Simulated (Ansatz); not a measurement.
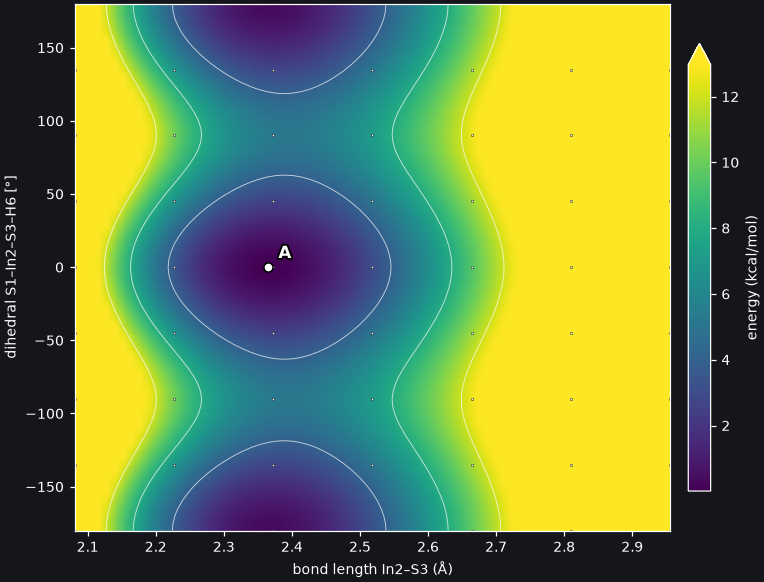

H3InS2, SMILES [SH][InH][SH]. 
- The first coordinate is: bond length In2–S3; the second: dihedral S1–In2–S3–H6.
- Nothing is relaxed (all other coordinates rigid).
- The scan uses a 7 × 8 grid; 37 points were computed and 19 follow by symmetry.
- Points are written as (first, second).
- Energies are in kcal/mol, from the relaxed molecule at the same level.
- These are results of Ansatz, RHF-MP2, frozen core/def2-TZVP, not measurements.

Drawn: a smooth colour map with a few white contour lines, dots at the grid points, one colour for all values above the top of the scale, the point A. Between grid points the surface is interpolated.

Find the lowest pass out of the well at A.

Answer. The easiest path leads from the well at (2.373 Å, 0°) to the well at (2.373 Å, −180°), about 0.32 kcal/mol higher (on a rigid scan; wells that are mirror images or exchange like atoms can differ by this much). Its highest point lies about 5.2 kcal/mol above the bottom of the first well on the interpolated surface, at (2.373 Å, −90°). The start is the relaxed structure and all else is held, so a fully relaxed path at this level can only be lower.

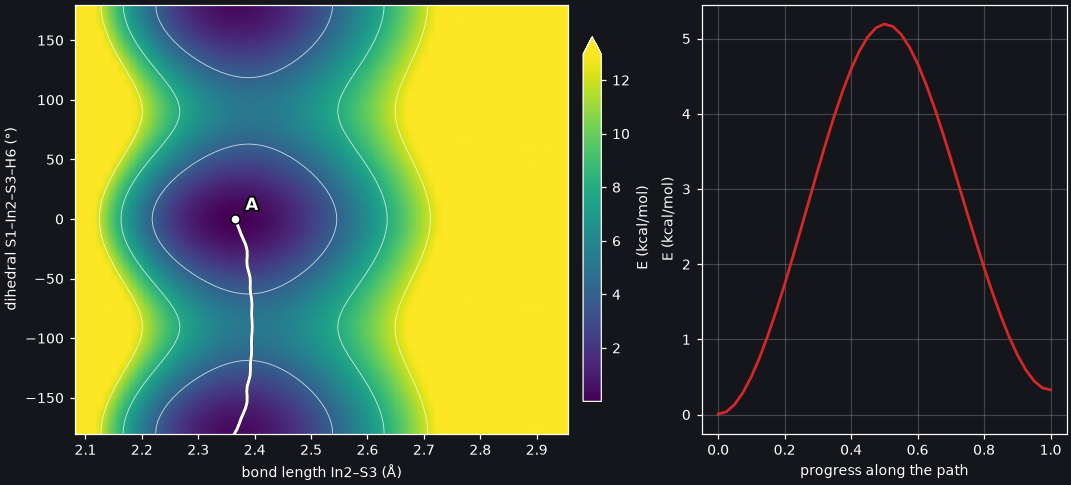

The picture shows a smooth colour map with a few white contour lines, a line along the lowest path, one colour for all values above the top of the scale, the energy along the path at the right. Between grid points the surface is interpolated.
